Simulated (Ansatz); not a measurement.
# Fields on a plane of ZrSiS (space group P4/nmm)

```
ZrSiS
1.0
    3.49800     0.00000     0.00000
    0.00000     3.49800     0.00000
    0.00000     0.00000     7.97281
Zr Si S
2 2 2
Cartesian
  0.00000   1.74900   5.80898
  1.74900   0.00000   2.16382
  0.00000   0.00000   0.00000
  1.74900   1.74900   0.00000
  1.74900   0.00000   4.94539
  0.00000   1.74900   3.02741
```

The slice is a (001) plane (indices of the conventional cell) through the point (0.000, 0.500, 0.380) (fractional), spanned by u = [100] and v = [010] in vectors of this cell: u (3.50 Å) and v (3.50 Å, at 90° to u). It covers one period; positions are fractions (u, v).

Atoms on it: S at (0.00, 0.00). Other atoms lie within 1 Å of the plane.

Method: LDA (plane waves to 420 eV, PAW, scalar-relativistic; Ansatz, a program for electronic structure). k mesh 13×13×6. Inside the PAW spheres the values are not all-electron values, and peaks at nuclei hang on which shells count as valence. ZrSiS is run without spin polarisation. ZrSiS was relaxed with its symmetry unable to fall.

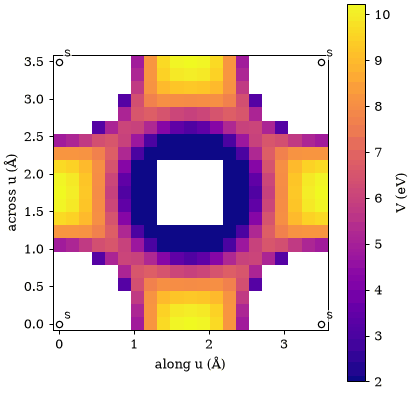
Electrostatic potential energy of an electron, from the cell's mean, in eV, one period of the plane, atoms marked. Points within 1 Å of a nucleus are left white, as the pseudised field means little there. Values under 2 eV are set to 2. The zero, the cell's mean, hangs on the PAW cores.

```
|78999988766678899998|
|99999987766677899999|
|99999887776777889999|
|99999887777777889999|
|99988877777777788899|
|88888777888887778888|
|88777778888888777778|
|77777788999998877777|
|66677788999998877766|
|66667788999998877666|
|66677788999998877766|
|77777788999998877777|
|88777778888888777778|
|88888777888887778888|
|99988877777777788899|
|99999887777777889999|
|99999887776777889999|
|99999987766677899999|
|78999988766678899998|
|07999988766678899997|
```
Scale: ten equal steps from -3.00 (start of '0') to 0.06 (end of '9'), in the order '0123456789'. Values: log₁₀ of the valence density in e/Å³. The map has 20 points along u (one character each, u = 0 at the left) and 20 along v (v = 0 in the bottom row). The scale is logarithmic, as a density can span decades between atoms and voids; values under 0.001 e/Å³ are set to 0.001.
